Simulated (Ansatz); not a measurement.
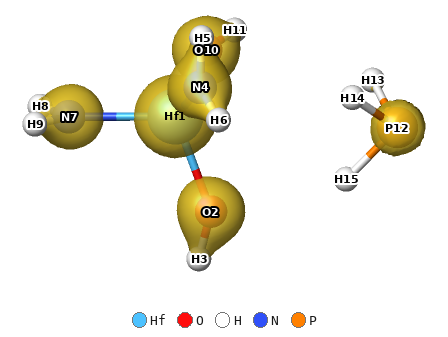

The picture shows: H$_{6}$HfN$_{2}$O$_{2}$···PH$_{3}$. Isosurface of the electron density at 1.5 e/Å³ (yellow), seen from one side.

Core potentials replace the inner electrons of Hf.

Computed with Ansatz, RKS PBE/def2-SVP.

```xyz
15

Hf   -0.1188    0.1131   -0.0280
O     0.0176    0.2240    1.9292
H    -0.2871    0.6989    2.7159
N     1.8084    0.2691   -0.7358
H     2.1376   -0.0024   -1.6695
H     2.6286    0.5385   -0.1806
N    -1.1355    1.7448   -0.7519
H    -2.1372    1.7736   -0.9739
H    -0.7282    2.6492   -1.0125
O    -1.0770   -1.4456   -0.7139
H    -1.4616   -2.3313   -0.7249
P     1.9136   -3.2287    1.7002
H     0.7864   -3.6243    0.8933
H     2.4163   -2.3587    0.6653
H     1.1747   -2.1522    2.3113
```

Which contacts does the surface bridge?

Answer. At this value the surface falls into nine separate pieces. It bridges the sampled O–H (0.97 Å) contacts, where the density stays above the isovalue. It is pinched off along the sampled Hf···H (3.50 Å), Hf–O (1.95 Å) and Hf–N (2.05 Å) contacts. On the grid the lowest density along these lines, outside the cores, is 0.03 e/Å³ (Hf···H, 3.50 Å), 0.77 e/Å³ (Hf–O, 1.95 Å), 0.76 e/Å³ (Hf–N, 2.05 Å) and 2.3 e/Å³ (O–H, 0.97 Å).
